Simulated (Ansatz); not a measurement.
# GaH3O: a reaction path by the nudged elastic band

Aim: the minimum-energy path between two given structures and its highest point. Both ends were relaxed at PBE0-D4 in triple zeta.

The runs use Ansatz 0.2.0, Gaussian basis; PBE0-D4/def2-SVP.

17 further runs of the same task are left out: 1 that didn't finish, 16 set aside as unsound or not needed.

### 1 The system as given

The first end: 5 atoms, charge 0, spin multiplicity 1.

Atoms are counted from 1 here; the program's logs count them from 0.

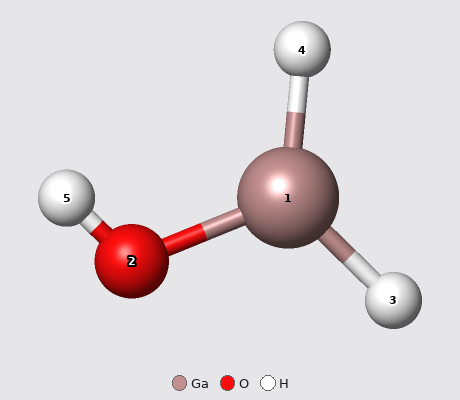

Start geometry, drawn with gallium pink, oxygen red, hydrogen white; atoms are numbered from 1 in the order of the file.

As a file:

```tsv
atom	x (Å)	y (Å)	z (Å)
Ga1	-0.49104	0.18655	-0.16266
O2	1.10452	-0.62038	-0.15008
H3	-1.25340	0.05040	-1.51166
H4	-0.93828	0.92190	1.14437
H5	1.57820	-0.53847	0.68003
```

The second end:

```tsv
atom	x (Å)	y (Å)	z (Å)
Ga1	-1.5922	0.6208	0.1238
O2	0.3804	-0.6045	-0.4277
H3	0.7436	-0.6773	-1.3142
H4	-0.5983	0.9180	1.4690
H5	1.0665	-0.2570	0.1492
```

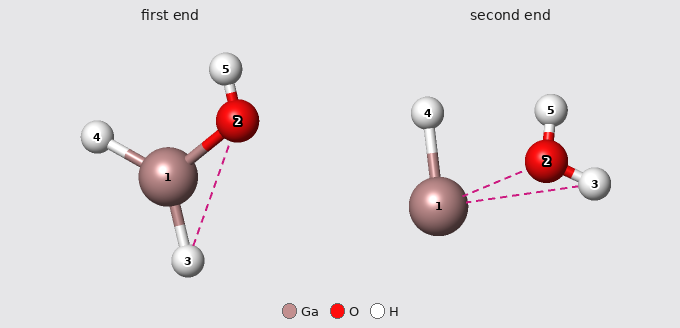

The two ends; dashed lines mark the contacts followed along the path.

### 2 The band at PBE0-D4/def2-SVP

Input file neb/in.yaml:

```yaml
crystal:
  periodic: [false, false, false]
  atoms:
    - {symbol: Ga, position_ang: [-0.491044, 0.186547, -0.162656]}
    - {symbol: O, position_ang: [1.104517, -0.620382, -0.150082]}
    - {symbol: H, position_ang: [-1.253397, 0.050401, -1.511659]}
    - {symbol: H, position_ang: [-0.938277, 0.921902, 1.144369]}
    - {symbol: H, position_ang: [1.578201, -0.538469, 0.680028]}
basis:
  gaussian: {orbitals: def2-SVP}
hamiltonian: {xc: pbe0, dispersion: d4}
neb:
  images: 5
  climbing: true
  max_iterations: 40
  initial_path: idpp
  final_atoms:
    - {symbol: Ga, position_ang: [-1.592176, 0.620800, 0.123794]}
    - {symbol: O, position_ang: [0.380411, -0.604476, -0.427726]}
    - {symbol: H, position_ang: [0.743581, -0.677278, -1.314186]}
    - {symbol: H, position_ang: [-0.598272, 0.917955, 1.468955]}
    - {symbol: H, position_ang: [1.066456, -0.257000, 0.149162]}
```

Run with:

```bash
$ ansatz run in.yaml --threads 2 --pin off --events-out ev --progress --plain --max-ram 4352MiB
```

Output:

```text
Functional definition: PBE0
  name "PBE0"
  cite "Adamo & Barone, J. Chem. Phys. 110, 6158 (1999) doi:10.1063/1.478522"
  cite "Perdew, Burke & Ernzerhof, Phys. Rev. Lett. 77, 3865 (1996) doi:10.1103/PhysRevLett.77.3865"
  parent pbe
  parameter a = 0.25
  parameter kappa = 0.804
  parameter beta = 0.06672455060314922
  exchange = (1 - a)*pbe_x(kappa = kappa, mu = beta*pi^2/3) + a*exact_x
  correlation = pbe_c(beta = beta)
644 factors; integrals over basis functions are off by at most 2.3e-4 eV
mean field evaluation 1: about -54451.7112 eV, gradient 5.3e1 eV
mean field evaluation 2: about -54423.9320 eV, gradient 1.2e2 eV
mean field evaluation 4: about -54456.5969 eV, gradient 5.7e0 eV
mean field evaluation 8: about -54456.6316 eV, gradient 1.4e-2 eV
mean field -54456.63161532 eV, -2001.2442998323 hartree, gradient 2.4e-5 eV, S^2 0.000000; 0 other end points of the search recorded, 0 dependent functions left out
the calculation of the forces begins
reference -54456.63164118 eV, -2001.2443007828 hartree; 21, 21 occupied and 40, 40 virtual orbitals, 644 factors
[... from here to the last solve, the lines of the solves are left out (88 solves) ...]
WARN: NEB end point (image 0): max|allowed force component| = 1.464e-1 eV/Å (the criterion of neb.relax_end_points is 1.000e-2). That is over neb.f_tol: it is no minimum, so the barrier can be far off. Relax it first
WARN: NEB end point (image 6): max|allowed force component| = 3.117e-1 eV/Å (the criterion of neb.relax_end_points is 1.000e-2). That is over neb.f_tol: it is no minimum, so the barrier can be far off. Relax it first
NEB iter   1: max|band force component| = 5.163e0 eV/Å  barrier→ = 4.1806 eV  barrier← = 3.1876 eV  Δτ_max = 0.2000 Å  (174 SCF iters)
NEB iter   2: max|band force component| = 3.327e0 eV/Å  barrier→ = 2.9540 eV  barrier← = 1.9609 eV  Δτ_max = 0.2000 Å  (148 SCF iters)
NEB iter   3: max|band force component| = 7.090e0 eV/Å  barrier→ = 2.5464 eV  barrier← = 1.5534 eV  Δτ_max = 0.0998 Å  (140 SCF iters)
NEB iter   4: max|band force component| = 9.576e-1 eV/Å  barrier→ = 2.4790 eV  barrier← = 1.4860 eV  Δτ_max = 0.1658 Å  (133 SCF iters)
NEB iter   5: max|band force component| = 1.148e0 eV/Å  barrier→ = 2.5594 eV  barrier← = 1.5664 eV  Δτ_max = 0.0415 Å  (134 SCF iters)
NEB iter   6: max|band force component| = 7.160e-1 eV/Å  barrier→ = 2.5356 eV  barrier← = 1.5426 eV  CI = image 3  Δτ_max = 0.0773 Å  (124 SCF iters)
NEB iter   7: max|band force component| = 1.926e-1 eV/Å  barrier→ = 2.5812 eV  barrier← = 1.5881 eV  CI = image 3  Δτ_max = 0.0347 Å  (122 SCF iters)
NEB iter   8: max|band force component| = 7.235e-2 eV/Å  barrier→ = 2.5769 eV  barrier← = 1.5839 eV  CI = image 3  Δτ_max = 0.0203 Å  (118 SCF iters)
NEB iter   9: max|band force component| = 8.143e-2 eV/Å  barrier→ = 2.5753 eV  barrier← = 1.5822 eV  CI = image 3  Δτ_max = 0.0101 Å  (121 SCF iters)
NEB iter  10: max|band force component| = 5.613e-2 eV/Å  barrier→ = 2.5746 eV  barrier← = 1.5816 eV  CI = image 3  Δτ_max = 0.0102 Å  (118 SCF iters)
646 factors; integrals over basis functions are off by at most 1.1e-3 eV
mean field evaluation 672: about -54455.5748 eV, gradient 5.0e-2 eV
mean field -54455.57483555 eV, -2001.2054638920 hartree, gradient 2.4e-6 eV, S^2 0.000000; 0 other end points of the search recorded, 0 dependent functions left out
the calculation of the forces begins
reference -54455.57485882 eV, -2001.2054647474 hartree; 21, 21 occupied and 40, 40 virtual orbitals, 646 factors
NEB iter  11: max|band force component| = 3.973e-2 eV/Å  barrier→ = 2.5738 eV  barrier← = 1.5808 eV  CI = image 3  Δτ_max = 0.0000 Å  (826 SCF iters)
Total energy: -54454.10368384 eV, -2001.1514000640 hartree
Atom 0 at    -0.998706     0.267989     0.122894 Å, force     0.005688    -0.020929    -0.004160 eV/Å
Atom 1 at     0.721010    -0.624459    -0.304474 Å, force    -0.019131     0.027174     0.000359 eV/Å
Atom 2 at    -0.224641    -0.180970    -1.258411 Å, force     0.003123     0.002006     0.003691 eV/Å
Atom 3 at    -1.106895     0.786958     1.626755 Å, force     0.002304     0.005171    -0.000400 eV/Å
Atom 4 at     1.609232    -0.249520    -0.186764 Å, force     0.008016    -0.013422     0.000509 eV/Å
Dipole moment:     0.149112     0.235977     0.065815 e Å
```

Wall time 65 s (2 threads of Arm Neoverse V2, shared host).

The last band:

```tsv
image	path (Å)	energy (kcal/mol)	O2–H3 (Å)	Ga1–O2 (Å)	Ga1–H3 (Å)
0	0.00	0.0	2.80	1.79	1.56
1	0.60	6.3	2.53	1.78	1.55
2	1.21	29.3	2.06	1.82	1.54
3	1.81	59.4	1.41	1.98	1.65
4	2.38	30.7	0.99	2.25	2.10
5	2.94	23.5	0.96	2.33	2.71
6	3.50	22.9	0.96	2.39	3.03
```

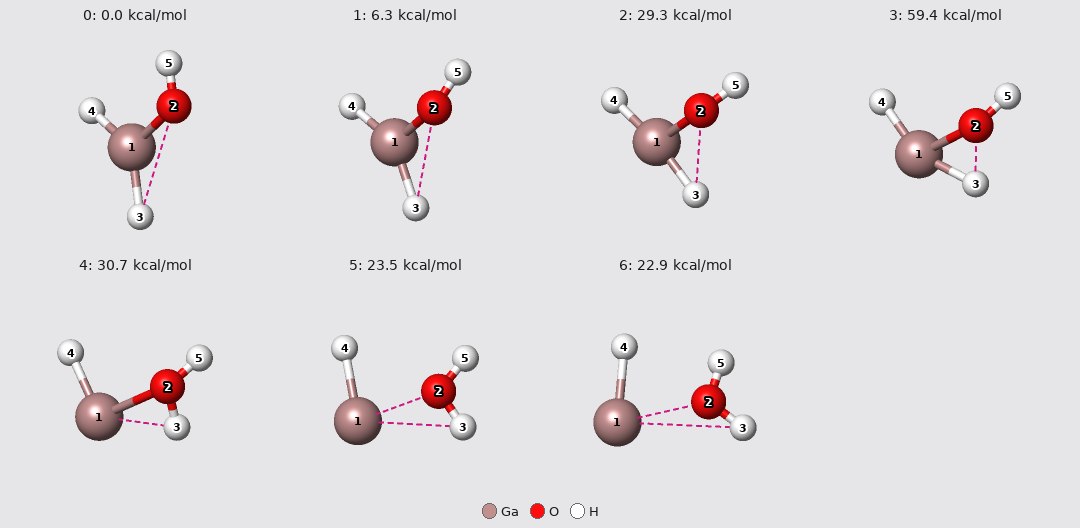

The images of the last band.

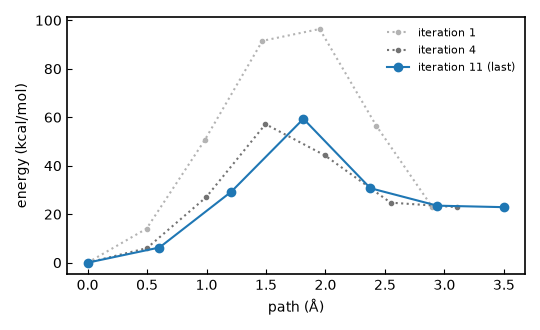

Energy along the path.

The highest image, 3:

```xyz
5
GaH3O
Ga   -0.99871    0.26799    0.12289
O     0.72101   -0.62446   -0.30447
H    -0.22464   -0.18097   -1.25841
H    -1.10689    0.78696    1.62675
H     1.60923   -0.24952   -0.18676
```

### 3 Outcome

| quantity | value |
| --- | --- |
| PBE0-D4/def2-SVP, 11 iterations | highest 59.4 kcal/mol (image 3), last end +22.9 kcal/mol |
| from earlier runs: barrier over the separately found saddle, CCSD(T)/def2-TZVPP | 63.7 kcal/mol |

In words: The highest image lies 59.4 kcal/mol above the first end, and it climbed, so it estimates the saddle. The ends are not quite minima at this level (largest force component 0.31 eV/Å), so the heights are unreliable: relaxing the first end would lower it and raise the barrier above it. The highest image is 4.4 kcal/mol below the CCSD(T) barrier in triple zeta, which comes from separate runs on the saddle.
